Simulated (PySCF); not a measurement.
Consider Cl₂H₄N₂Si (Si(NH2)2Cl2).

The calculation's input:

```
{"job": {"kind": "nmr", "xc": "PBE0", "basis": "pcSseg-1"}, "charge": 0, "multiplicity": 1}
Si    -0.349212    -0.031029    -0.263854
N     -0.362565    -0.011992     1.436464
H      0.099111     0.739878     1.935536
H     -1.161513    -0.379679     1.939798
N      1.253999     0.038569    -0.824846
H      1.935786    -0.643532    -0.513389
H      1.449916     0.385459    -1.756282
Cl    -1.293997     1.550404    -1.208493
Cl    -1.438776    -1.717518    -0.770604
```

Command:

```sh
OMP_NUM_THREADS=1 python probes_run.py task.json out
```

Geometry: PBE0-D3(BJ)/def2-SVP.

These are results of PBE0/pcSseg-1, SCF density, gas phase, non-relativistic (PySCF), not measurements.

Q: Predict the electron density and electron localisation function between the atoms.

A: Si–N (1.70 Å): ρ is about 1.1 e/Å³ halfway; the ELF peaks at about 0.90 between the atoms (a polar covalent bond).
Si–Cl (2.07 Å): ρ is about 0.9 e/Å³ halfway; the ELF peaks at about 0.90 between the atoms (a shared but strongly polarised pair).
N–H (1.01 Å): the density is about 2.8 e/Å³ at the midpoint; the ELF climbs to about 1 towards the hydrogen, as it does in any bond to H (an ordinary covalent bond to hydrogen).

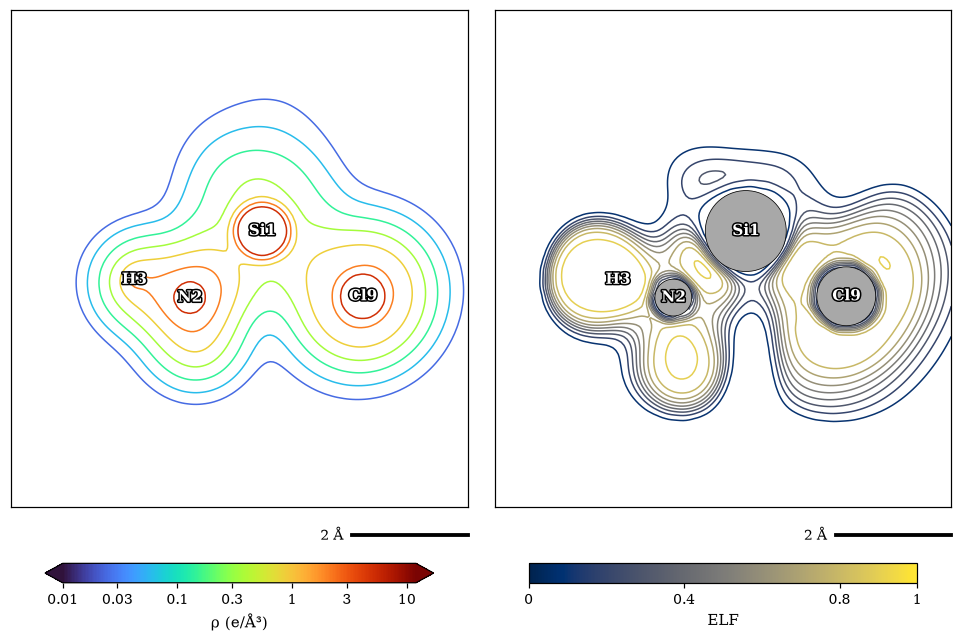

Computed electron density and electron localisation function on the plane of atoms N2, Si1 and Cl9, in this order. Grey discs cover the atomic cores in the ELF map. 
